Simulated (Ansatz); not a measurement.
# ClH₃OSi···H₂: what the fields show

| atom | x (Å) | y (Å) | z (Å) |
| --- | --- | --- | --- |
| Si | -0.7775 | 0.2151 | 0.0986 |
| H | 2.7556 | -2.0907 | -0.3826 |
| H | -0.3050 | -0.7707 | -0.8899 |
| H | -1.6681 | -0.3785 | 1.1219 |
| O | -1.5196 | 1.3951 | -0.7509 |
| H | 2.5590 | -1.4534 | -0.0473 |
| Cl | 0.8485 | 0.9445 | 1.1255 |
| H | -1.8931 | 2.1387 | -0.2753 |

The product side of a reaction path; geometry: PBE0-D4/def2-TZVP.

The calculation used RKS PBE0-D4/def2-TZVPP in Ansatz 0.2.0.

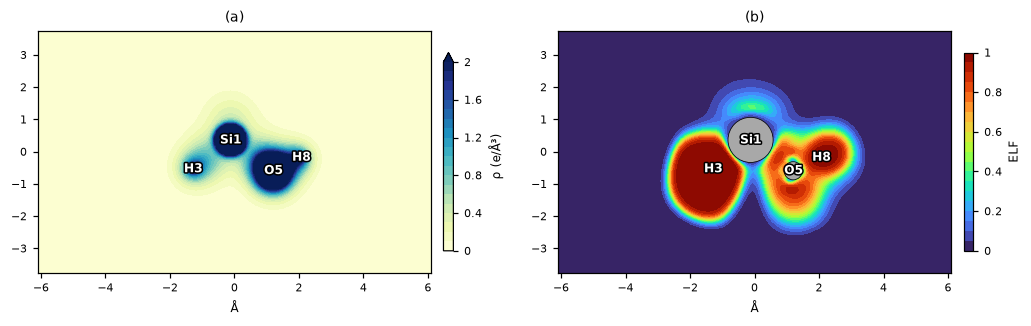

Figure 1. (a) total electron density; (b) electron localisation function on the plane of atoms H3, Si1 and O5. Grey discs cover the atomic cores in the ELF map.

Question: Interpret the plot.

Answer: The plane passes through Si, H and O nuclei.
Si–O (1.63 Å): ρ at the midpoint is about 1.2 e/Å³; the ELF peaks at about 0.85 between the atoms (a shared but strongly polarised pair).
O–H (0.96 Å): the density is about 3.8 e/Å³ at the midpoint; the ELF climbs to about 1 towards the hydrogen, as it does in any bond to H; an ordinary covalent bond to hydrogen.
Si–H (1.47 Å): the density is about 0.85 e/Å³ at the midpoint; the ELF climbs to about 1 towards the hydrogen.
The ELF also peaks beside O5, away from the bonds: lone-pair regions.

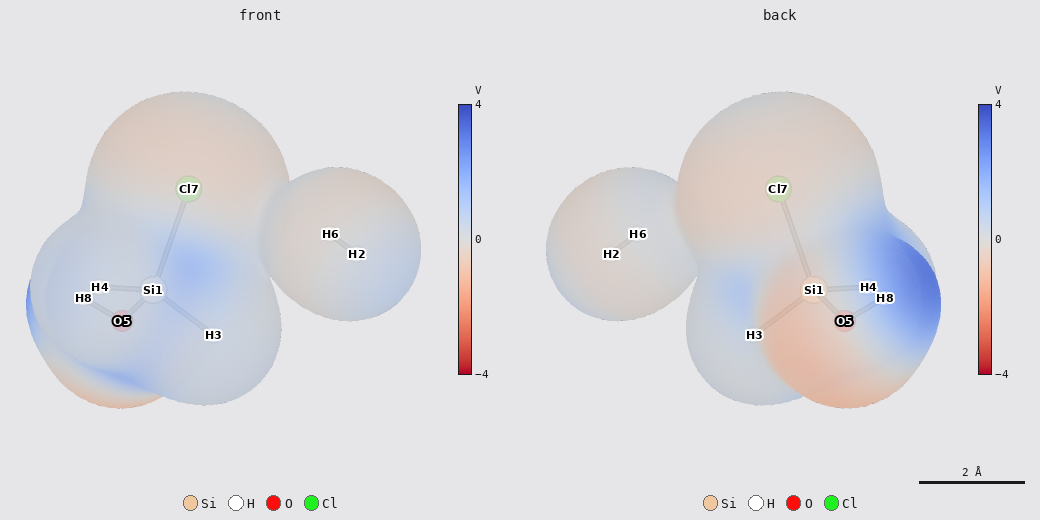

Figure 2. The molecular electrostatic potential painted on the density surface at 0.002 e/bohr³, seen from the front and from behind; the colour scale runs from red (negative) to blue (positive).

Question: Which sites attract a positive test charge, and which a negative one?

Answer: A positive charge is drawn to the negative regions and a negative charge to the positive ones. The most negative region (about −1.0 V) lies over O5, the most positive (about +2.9 V) over H8. O5 is the likeliest acceptor of a hydrogen bond.

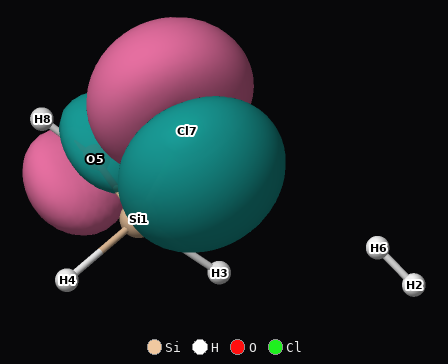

Figure 3. The HOMO−1 at ±0.1 Å⁻³ᐟ² (teal and pink are the two phases), seen at a tilt.

Question: What is the character of this orbital?

Answer: By Hirshfeld shares it lies mainly on Cl7 (about 75 %) and O5 (about 15 %); largely a lone pair of Cl7. Its energy is −9.34 eV.
